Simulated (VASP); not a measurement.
# A VASP study of ZnP2Pd2 (vdW-DF-cx): structure first, properties next, part 4 of 5

Aim: relax ZnP2Pd2, then compute properties on the relaxed cell. The cell is invented: it takes the structure of a Materials Project entry for EuP2Pd2 (space group 139 there), with some of its atoms replaced by other elements, volume scaled by an estimate. It may not be a known or stable phase.

VASP 6.6.1; vdW-DF-cx; plane waves and PAW (Pd, Zn, P); invented cell.

So far. Step 4 (Density, ELF and potential (vdW-DF-cx)): In this run the pressure is 0.02 GPa, small enough to go on. Step 5 (Bands along the symmetry lines (vdW-DF-cx)): There is no gap at this level. The relaxed cell has a = 4.327, c = 8.416 Å (conventional setting).

**6. Total and projected DOS (vdW-DF-cx)**

A density of states needs more k-points than a total energy; ISMEAR = -5 takes tetrahedra, and LORBIT projects the states on the PAW spheres. The mesh is finer than in the run before.

Input file INCAR:

```
SYSTEM = ZnP2Pd2
PREC = Accurate
ENCUT = 400
EDIFF = 1E-06
NELM = 100
ISMEAR = -5
SIGMA = 0.05
LREAL = .FALSE.
ALGO = Normal
GGA = CX
AGGAC = 0
LUSE_VDW = .TRUE.
LASPH = .TRUE.
NBANDS = 36
LORBIT = 11
LWAVE = .FALSE.
LCHARG = .FALSE.
KPAR = 2
NEDOS = 2001
```

Input file POSCAR:

```
ZnP2Pd2
1.0
   -2.1634270442      2.1634270442      4.2079652805
    2.1634270442     -2.1634270442      4.2079652805
    2.1634270442      2.1634270442     -4.2079652805
Pd Zn P
2 1 2
Direct
    0.2500000000      0.7500000000      0.5000000000
    0.7500000000      0.2500000000      0.5000000000
    0.0000000000      0.0000000000      0.0000000000
    0.3737700178      0.3737700178      0.0000000000
    0.6262299822      0.6262299822      0.0000000000
```

Input file KPOINTS:

```
Automatic mesh
0
Gamma
13 13 13
0 0 0
```

Potentials, in the order of the species: Pd, Zn and P (PBE family, release 64).

Launch:

```sh
mpirun -np 2 vasp_std
```

What it wrote:

```text
[... set-up lines as in an earlier step ...]
 entering main loop
       N       E                     dE             d eps       ncg     rms          rms(c)
DAV:   1     0.263124628591E+03    0.26312E+03   -0.16359E+04 14160   0.106E+03
DAV:   2     0.592490522226E+01   -0.25720E+03   -0.23836E+03 14472   0.267E+02
DAV:   3    -0.132736826131E+02   -0.19199E+02   -0.18701E+02 16408   0.765E+01
DAV:   4    -0.136657724487E+02   -0.39209E+00   -0.39119E+00 16344   0.109E+01
DAV:   5    -0.136727560448E+02   -0.69836E-02   -0.69833E-02 16588   0.143E+00    0.162E+01
DAV:   6    -0.127090014259E+02    0.96375E+00   -0.29677E+00 17376   0.220E+01    0.946E+00
DAV:   7    -0.125513221269E+02    0.15768E+00   -0.75836E-01 16048   0.722E+00    0.518E+00
DAV:   8    -0.125107591051E+02    0.40563E-01   -0.14985E-01 17012   0.414E+00    0.890E-01
DAV:   9    -0.125082919853E+02    0.24671E-02   -0.11119E-02 18064   0.166E+00    0.274E-01
DAV:  10    -0.125080680637E+02    0.22392E-03   -0.18845E-03 15760   0.287E-01    0.136E-01
DAV:  11    -0.125080766689E+02   -0.86052E-05   -0.20742E-04 15852   0.102E-01    0.496E-02
DAV:  12    -0.125080808640E+02   -0.41950E-05   -0.11907E-05 16124   0.327E-02    0.800E-03
DAV:  13    -0.125080802476E+02    0.61636E-06   -0.16741E-06 10884   0.101E-02
   1 F= -.12508080E+02 E0= -.12508080E+02  d E =0.000000E+00
 -----------------------------------------------------------------------------
|                                                                             |
|           W    W    AA    RRRRR   N    N  II  N    N   GGGG   !!!           |
|           W    W   A  A   R    R  NN   N  II  NN   N  G    G  !!!           |
|           W    W  A    A  R    R  N N  N  II  N N  N  G       !!!           |
|           W WW W  AAAAAA  RRRRR   N  N N  II  N  N N  G  GGG   !            |
|           WW  WW  A    A  R   R   N   NN  II  N   NN  G    G                |
|           W    W  A    A  R    R  N    N  II  N    N   GGGG   !!!           |
|                                                                             |
|     Tetrahedron method does not include variations of the Fermi             |
|     occupations, so forces and stress will be inaccurate. We suggest        |
|     using a different smearing scheme ISMEAR = 1 or 2 for metals in         |
|     relaxations.                                                            |
|                                                                             |
 -----------------------------------------------------------------------------
```

Run time: 3.4 min. Hardware: 2 MPI ranks of Intel Xeon 6975P-C (Granite Rapids), shared host; peak memory 1.4 GiB; 6.8 min of CPU time.

OUTCAR, selected parts (step 6):

```text
   k-points           NKPTS =    196   k-points in BZ     NKDIM =    196   number of bands    NBANDS=     36

   NELECT =      42.0000    total number of electrons

 E-fermi :   8.1032

 k-point     1 :       0.0000    0.0000    0.0000
  band No.  band energies     occupation
    ...
     18       5.9115      2.00000
     19       6.6105      2.00000
     20       6.6105      2.00000
     21       7.8322      2.00000
     22       8.1254      0.72513
     23       8.1254      0.07612
     24      10.3924      0.00000
     25      11.2659      0.00000
     26      11.8319      0.00000
     27      12.3780      0.00000
    ...

Total vdW correction in eV:      7.3380078

  Total       -0.0578012     -0.0578012      0.2073400      0.0000000     -0.0000000      0.0000000
  in kB       -1.1755217     -1.1755217      4.2167412      0.0000000     -0.0000000      0.0000000
  external PRESSURE =       0.6218993 kB  Pullay stress =       0.0000000 kB

 POSITION                                       TOTAL-FORCE (eV/Angst)
 -----------------------------------------------------------------------------------
      2.16343      0.00000      2.10398         0.000000      0.000000     -0.000000
      0.00000      2.16343      2.10398         0.000000      0.000000     -0.000000
      0.00000      0.00000      0.00000         0.000000      0.000000     -0.000000
      0.00000      0.00000      3.14562        -0.000000     -0.000000     -0.005536
      0.00000      0.00000      5.27031        -0.000000     -0.000000      0.005536
 -----------------------------------------------------------------------------------
    total drift:                               -0.000000      0.000000     -0.000000

  FREE ENERGIE OF THE ION-ELECTRON SYSTEM (eV)
  ---------------------------------------------------
  free  energy   TOTEN  =       -12.5080802476 eV

  energy  without entropy=      -12.5080802476  energy(sigma->0) =      -12.50808025

Total vdW correction in eV:      7.3380081

[... 6 parts as in an earlier step ...]

[... 10 further parts left out ...]
```

With tetrahedra the forces and stress of a metal are not exact derivatives of the energy.

This step gave:

```yaml
irreducible_k_points: 196
fermi_energy: 8.103 eV
pressure: 0.06219 GPa
dos_at_the_fermi_level: 2.662 states/eV/cell
```

The density of states has structure finer than the step of the table below, so its rows give means over 1 eV, whole bins alone (the curve runs from -12.0 to 5.60 eV). Peaks (eV: height): total -7.3: 49.4, -5.1: 11.4, -3.4: 11.5; Pd d -5.1: 7.55, -3.4: 9.51, -2.0: 4.04; P p -7.6: 0.591, -7.0: 0.732, -5.9: 0.887, -5.1: 1.11; P s -10.4: 1.14, 3.6: 0.142; Zn d -7.3: 45.6.

States under -12.0 eV and over 5.6 eV are left out. Density of states against energy, zero at the Fermi level; means over each step; values in states/eV/cell:

```csv
energy (eV),total,Pd d,P p,P s,Zn d
-11,1.11,0.120,0.0429,0.442,0.0109
-10,0.845,0.116,0.0309,0.366,0.00616
-9,0,0,0,0,0
-8,1.74,0.187,0.151,0.00714,0.900
-7,10.6,0.534,0.345,0.0304,8.37
-6,3.93,1.55,0.671,0.0179,0.294
-5,5.56,3.53,0.584,0.0165,0.102
-4,6.46,5.01,0.192,0.0368,0.0568
-3,3.75,2.99,0.100,0.0168,0.0328
-2,2.92,1.78,0.184,0.0807,0.0186
-1,1.99,0.914,0.269,0.0282,0.0203
0,2.34,0.770,0.393,0.0608,0.0190
1,2.43,0.745,0.451,0.0920,0.0136
2,1.11,0.195,0.173,0.0517,0.00535
3,1.96,0.296,0.246,0.108,0.0166
4,2.37,0.291,0.295,0.0818,0.0206
5,2.25,0.212,0.275,0.0505,0.0220
```

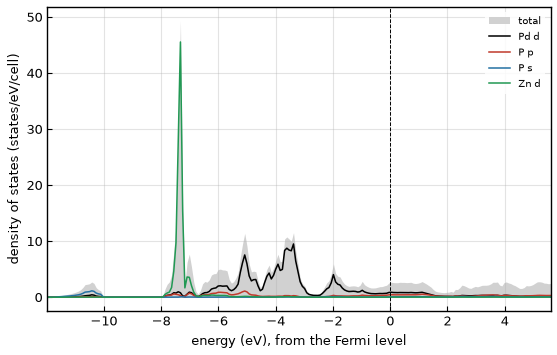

Density of states, plotted against energy.

The finer mesh and the other smearing move the Fermi level by +0.01 eV from the 9×9×9 run, a small shift, which tests the Fermi level alone. Of the states within 0.3 eV of the Fermi level, the largest shares in the PAW spheres are Pd d 33 % and P p 17 %. The rest lies in smaller channels or between the spheres.

**7. Core-level energies (vdW-DF-cx)**

Core levels shift with the potential at each site, so they tell like atoms on unlike sites apart.

Edit INCAR of step 6 so:

```diff
@@ -5,3 +5,3 @@
 NELM = 100
-ISMEAR = -5
+ISMEAR = 0
 SIGMA = 0.05
@@ -13,3 +13,3 @@
 LASPH = .TRUE.
-NBANDS = 36
+NBANDS = 27
 LORBIT = 11
@@ -18,2 +18,2 @@
 KPAR = 2
-NEDOS = 2001
+ICORELEVEL = 1
```

POSCAR is that of step 6.

Input file KPOINTS:

```
Automatic mesh
0
Gamma
9 9 9
0 0 0
```

Launch:

```sh
mpirun -np 2 vasp_std
```

What it wrote:

```text
[... set-up lines as in an earlier step ...]
 entering main loop
       N       E                     dE             d eps       ncg     rms          rms(c)
DAV:   1     0.265126216291E+03    0.26513E+03   -0.17466E+04  4050   0.143E+03
DAV:   2     0.524835645641E+01   -0.25988E+03   -0.25052E+03  4214   0.327E+02
DAV:   3    -0.132846723328E+02   -0.18533E+02   -0.18176E+02  4868   0.922E+01
DAV:   4    -0.136735654772E+02   -0.38889E+00   -0.38750E+00  4737   0.131E+01
DAV:   5    -0.136812286278E+02   -0.76632E-02   -0.76600E-02  4857   0.190E+00    0.162E+01
DAV:   6    -0.127004384444E+02    0.98079E+00   -0.52998E+00  5124   0.292E+01    0.932E+00
DAV:   7    -0.125561576984E+02    0.14428E+00   -0.12039E+00  4794   0.103E+01    0.518E+00
DAV:   8    -0.125186553075E+02    0.37502E-01   -0.19779E-01  4932   0.601E+00    0.108E+00
DAV:   9    -0.125150264166E+02    0.36289E-02   -0.18944E-02  5360   0.257E+00    0.274E-01
DAV:  10    -0.125148813208E+02    0.14510E-03   -0.28023E-03  4475   0.418E-01    0.140E-01
DAV:  11    -0.125148930705E+02   -0.11750E-04   -0.36123E-04  4624   0.149E-01    0.537E-02
DAV:  12    -0.125148887821E+02    0.42885E-05   -0.39751E-05  4549   0.592E-02    0.782E-03
DAV:  13    -0.125148887989E+02   -0.16789E-07   -0.36163E-06  4328   0.149E-02
   1 F= -.12514889E+02 E0= -.12513741E+02  d E =-.229491E-02
```

Elapsed: 1.9 min, on 2 MPI ranks; peak memory 1.1 GiB.

OUTCAR, selected parts (step 7):

```text
   NELECT =      42.0000    total number of electrons

 the core state eigenenergies are
   1-  1s -24153.3127  2s  -3519.7124  2p  -3154.4615  3s   -628.1328  3p   -508.1298
       3d   -317.6769  4s    -77.1850  4p    -42.9111
   2-  1s -24153.3127  2s  -3519.7124  2p  -3154.4615  3s   -628.1328  3p   -508.1298
       3d   -317.6769  4s    -77.1850  4p    -42.9111
   3-  1s  -9513.3551  2s  -1146.8006  2p   -992.4624  3s   -117.8903  3p    -72.0583

   4-  1s  -2071.3333  2s   -161.2728  2p   -111.7637
   5-  1s  -2071.3333  2s   -161.2728  2p   -111.7637

 E-fermi :   8.0978

 k-point     1 :       0.0000    0.0000    0.0000
  band No.  band energies     occupation
    ...
     17       5.1445      2.00000
     18       5.9095      2.00000
     19       6.6094      2.00000
     20       6.6094      2.00000
     21       7.8317      2.00000
     22       8.1251      0.43839
     23       8.1251      0.43839
     24      10.3911      0.00000
     25      11.2658      0.00000
     26      11.8308      0.00000
    ...

Total vdW correction in eV:      7.3379284

  Total        0.0265185      0.0265185     -0.0358331      0.0000000     -0.0000000     -0.0000000
  in kB        0.5393157      0.5393157     -0.7287486      0.0000000     -0.0000000     -0.0000000
  external PRESSURE =       0.1166276 kB  Pullay stress =       0.0000000 kB

 POSITION                                       TOTAL-FORCE (eV/Angst)
 -----------------------------------------------------------------------------------
      2.16343      0.00000      2.10398         0.000000      0.000000      0.000000
      0.00000      2.16343      2.10398         0.000000      0.000000      0.000000
      0.00000      0.00000      0.00000         0.000000      0.000000      0.000000
      0.00000      0.00000      3.14562        -0.000000     -0.000000      0.001764
      0.00000      0.00000      5.27031        -0.000000     -0.000000     -0.001764
 -----------------------------------------------------------------------------------
    total drift:                               -0.000000      0.000000     -0.000000

  FREE ENERGIE OF THE ION-ELECTRON SYSTEM (eV)
  ---------------------------------------------------
  free  energy   TOTEN  =       -12.5148887989 eV

  energy  without entropy=      -12.5125938915  energy(sigma->0) =      -12.51374135

Total vdW correction in eV:      7.3379776

[... 10 parts as in an earlier step ...]

[... 6 further parts left out ...]
```

These are scalar-relativistic Kohn-Sham levels of the ground state, with no core hole, so they are not binding energies.

This step gave:

```
bands                : 27
irreducible k-points : 75
Fermi energy         : 8.098 eV
pressure             : 0.01166 GPa
```

Kohn-Sham core levels. Core levels, by row:

| atom | shell | level below the Fermi level (eV) |
| --- | --- | --- |
| Pd1 | 1s | 24161 |
| Pd1 | 2s | 3528 |
| Pd1 | 2p | 3163 |
| Pd1 | 3s | 636.2 |
| Pd1 | 3p | 516.2 |
| Pd1 | 3d | 325.8 |
| Pd1 | 4s | 85.28 |
| Pd1 | 4p | 51.01 |
| Pd2 | 1s | 24161 |
| Pd2 | 2s | 3528 |
| Pd2 | 2p | 3163 |
| Pd2 | 3s | 636.2 |
| Pd2 | 3p | 516.2 |
| Pd2 | 3d | 325.8 |
| Pd2 | 4s | 85.28 |
| Pd2 | 4p | 51.01 |
| Zn3 | 1s | 9521 |
| Zn3 | 2s | 1155 |
| Zn3 | 2p | 1001 |
| Zn3 | 3s | 126 |
| Zn3 | 3p | 80.16 |
| P4 | 1s | 2079 |
| P4 | 2s | 169.4 |
| P4 | 2p | 119.9 |
| P5 | 1s | 2079 |
| P5 | 2s | 169.4 |
| P5 | 2p | 119.9 |

Atoms of one element give levels within 0.1 eV of each other.

**8. Electric field gradients (vdW-DF-cx)**

Field gradients probe how far the charge around each nucleus departs from cubic symmetry; LASPH keeps the non-spherical terms inside the spheres.

Edit INCAR of step 7 so:

```diff
@@ -3,3 +3,3 @@
 ENCUT = 400
-EDIFF = 1E-06
+EDIFF = 1E-07
 NELM = 100
@@ -18,2 +18,2 @@
 KPAR = 2
-ICORELEVEL = 1
+LEFG = .TRUE.
```

POSCAR is that of step 7.

KPOINTS is that of step 7.

Launch:

```sh
mpirun -np 2 vasp_std
```

What it wrote:

```text
[... set-up lines as in an earlier step ...]
 entering main loop
       N       E                     dE             d eps       ncg     rms          rms(c)
[... 12 cycles as in an earlier step ...]
DAV:  13    -0.125148888002E+02   -0.18159E-07   -0.36320E-06  4543   0.149E-02    0.436E-03
DAV:  14    -0.125148886702E+02    0.13005E-06   -0.47664E-07  4495   0.524E-03    0.228E-03
DAV:  15    -0.125148885177E+02    0.15245E-06   -0.14677E-07  2562   0.364E-03    0.118E-03
DAV:  16    -0.125148885306E+02   -0.12826E-07   -0.42209E-08  2340   0.253E-03
ion   1
     0.0000000    -0.0000000     0.0000000     2.3960875     0.0000000     0.0000000
     0.0000551    -0.0000000     0.0000000     2.3960874     0.0000000     0.0000000
     0.0000758    -0.0000000     0.0000000     2.3960874     0.0000000     0.0000000
     0.0001045    -0.0000000     0.0000000     2.3960874     0.0000000     0.0000000
     0.0001438    -0.0000000     0.0000000     2.3960873     0.0000000     0.0000000

     0.0000000    -0.0000000     0.0000000   -37.8790755     0.0000000     0.0000000
     0.0000551    -0.0000000     0.0000000   -37.8679804     0.0000000     0.0000000
     0.0000758    -0.0000000     0.0000000   -37.8618245     0.0000000     0.0000000
     0.0001045    -0.0000000     0.0000000   -37.8518757     0.0000000     0.0000000
     0.0001438    -0.0000000     0.0000000   -37.8358615     0.0000000     0.0000000

ion   2
     0.0000000    -0.0000000     0.0000000     2.3960875     0.0000000     0.0000000
     0.0000551    -0.0000000     0.0000000     2.3960874     0.0000000     0.0000000
     0.0000758    -0.0000000     0.0000000     2.3960874     0.0000000     0.0000000
     0.0001045    -0.0000000     0.0000000     2.3960874     0.0000000     0.0000000
     0.0001438    -0.0000000     0.0000000     2.3960873     0.0000000     0.0000000

     0.0000000    -0.0000000     0.0000000   -37.8790755     0.0000000     0.0000000
     0.0000551    -0.0000000     0.0000000   -37.8679804     0.0000000     0.0000000
     0.0000758    -0.0000000     0.0000000   -37.8618245     0.0000000     0.0000000
     0.0001045    -0.0000000     0.0000000   -37.8518757     0.0000000     0.0000000
     0.0001438    -0.0000000     0.0000000   -37.8358615     0.0000000     0.0000000

ion   3
     0.0000000    -0.0000000    -0.0000000    -0.5587964    -0.0000000     0.0000000
     0.0000468    -0.0000000    -0.0000000    -0.5587964    -0.0000000     0.0000000
     0.0000645    -0.0000000    -0.0000000    -0.5587964    -0.0000000     0.0000000
     0.0000888    -0.0000000    -0.0000000    -0.5587964    -0.0000000     0.0000000
     0.0001223    -0.0000000    -0.0000000    -0.5587964    -0.0000000     0.0000000

     0.0000000     0.0000000    -0.0000000     5.2018716    -0.0000000     0.0000000
     0.0000468     0.0000000    -0.0000000     5.2015955    -0.0000000     0.0000000
     0.0000645     0.0000000    -0.0000000     5.2014268    -0.0000000     0.0000000
     0.0000888     0.0000000    -0.0000000     5.2011450    -0.0000000     0.0000000
     0.0001223     0.0000000    -0.0000000     5.2006765    -0.0000000     0.0000000

ion   4
     0.0000000    -0.0000000    -0.0000000     0.3799130    -0.0000000    -0.0000000
     0.0000365    -0.0000000    -0.0000000     0.3799130    -0.0000000    -0.0000000
     0.0000503    -0.0000000    -0.0000000     0.3799130    -0.0000000    -0.0000000
     0.0000692    -0.0000000    -0.0000000     0.3799130    -0.0000000    -0.0000000
     0.0000953    -0.0000000    -0.0000000     0.3799130    -0.0000000    -0.0000000

     0.0000000    -0.0000000    -0.0000000   -14.3438763    -0.0000000    -0.0000000
     0.0000365    -0.0000000    -0.0000000   -14.3438395    -0.0000000    -0.0000000
     0.0000503    -0.0000000    -0.0000000   -14.3438170    -0.0000000    -0.0000000
     0.0000692    -0.0000000    -0.0000000   -14.3437794    -0.0000000    -0.0000000
     0.0000953    -0.0000000    -0.0000000   -14.3437174    -0.0000000    -0.0000000

ion   5
     0.0000000    -0.0000000     0.0000000     0.3799130    -0.0000000    -0.0000000
     0.0000365    -0.0000000     0.0000000     0.3799130    -0.0000000    -0.0000000
     0.0000503    -0.0000000     0.0000000     0.3799130    -0.0000000    -0.0000000
     0.0000692    -0.0000000     0.0000000     0.3799130    -0.0000000    -0.0000000
     0.0000953    -0.0000000     0.0000000     0.3799130    -0.0000000    -0.0000000

     0.0000000    -0.0000000     0.0000000   -14.3438763    -0.0000000    -0.0000000
     0.0000365    -0.0000000     0.0000000   -14.3438395    -0.0000000    -0.0000000
     0.0000503    -0.0000000     0.0000000   -14.3438170    -0.0000000    -0.0000000
     0.0000692    -0.0000000     0.0000000   -14.3437794    -0.0000000    -0.0000000
     0.0000953    -0.0000000     0.0000000   -14.3437174    -0.0000000    -0.0000000

   1 F= -.12514889E+02 E0= -.12513741E+02  d E =-.229486E-02
```

It took 2.9 min on 2 MPI ranks; peak memory 1.1 GiB; 4.7 min of CPU time.

OUTCAR, selected parts (step 8):

```text
   NELECT =      42.0000    total number of electrons

 E-fermi :   8.0977

 k-point     1 :       0.0000    0.0000    0.0000
  band No.  band energies     occupation
    ...
     17       5.1443      2.00000
     18       5.9093      2.00000
     19       6.6094      2.00000
     20       6.6094      2.00000
     21       7.8315      2.00000
     22       8.1251      0.43801
     23       8.1251      0.43801
     24      10.3910      0.00000
     25      11.2658      0.00000
     26      11.8308      0.00000
    ...

Total vdW correction in eV:      7.3379656

  Total        0.0336453      0.0336453     -0.0307926      0.0000000     -0.0000000      0.0000000
  in kB        0.6842547      0.6842547     -0.6262396      0.0000000     -0.0000000      0.0000000
  external PRESSURE =       0.2474233 kB  Pullay stress =       0.0000000 kB

 POSITION                                       TOTAL-FORCE (eV/Angst)
 -----------------------------------------------------------------------------------
      2.16343      0.00000      2.10398        -0.000000     -0.000000      0.000000
      0.00000      2.16343      2.10398        -0.000000     -0.000000      0.000000
      0.00000      0.00000      0.00000        -0.000000     -0.000000      0.000000
      0.00000      0.00000      3.14562         0.000000      0.000000      0.002108
      0.00000      0.00000      5.27031         0.000000      0.000000     -0.002108
 -----------------------------------------------------------------------------------
    total drift:                               -0.000000      0.000000     -0.000000

  FREE ENERGIE OF THE ION-ELECTRON SYSTEM (eV)
  ---------------------------------------------------
  free  energy   TOTEN  =       -12.5148885306 eV

  energy  without entropy=      -12.5125936746  energy(sigma->0) =      -12.51374110

Total vdW correction in eV:      7.3379693

 Electric field gradients after diagonalization (V/A^2)
 (convention: |V_zz| > |V_xx| > |V_yy|)
----------------------------------------------------------------------
 ion       V_xx      V_yy      V_zz     asymmetry (V_yy - V_xx)/ V_zz
----------------------------------------------------------------------
   1     -23.483   -23.480    46.964       0.000
   2     -23.483   -23.480    46.964       0.000
   3       3.124     3.105    -6.229       0.003
   4      -9.607    -9.606    19.213       0.000
   5      -9.607    -9.606    19.213       0.000
----------------------------------------------------------------------

[... 10 parts as in an earlier step ...]

[... 7 further parts left out ...]
```

Numbers from this step:

- SCF cycles: 16
- pressure: 0.02474 GPa

Electric field gradients, by row:

```
atom  Vxx (V/Å²)  Vyy (V/Å²)  Vzz (V/Å²)  asymmetry
 Pd1      -23.48      -23.48       46.96          0
 Pd2      -23.48      -23.48       46.96          0
 Zn3       3.124       3.105      -6.229      0.003
  P4      -9.607      -9.606       19.21          0
  P5      -9.607      -9.606       19.21          0
```

The largest gradient, 46.96 V/Å², sits on Pd1 and like sites; times the quadrupole moment of a nucleus that has one, it gives the coupling that NMR and NQR see.

(Part 4 of 5 ends here.)

[Lines on the potential files, build, host, timing and source positions are cut from VASP's logs without a mark.]

[Logs are printed without paths, hosts, clocks, repeated set-up lines and the standing remarks that a program may print on its own settings, such as how far it seeks lower states.]

[Hosts, paths, dates, database ids (printed as entryN), source tags and the programs' standing remarks are cut or masked in the printed files.]

[A measured line is paired with the nearest computed mode of its activity, which favours agreement.]
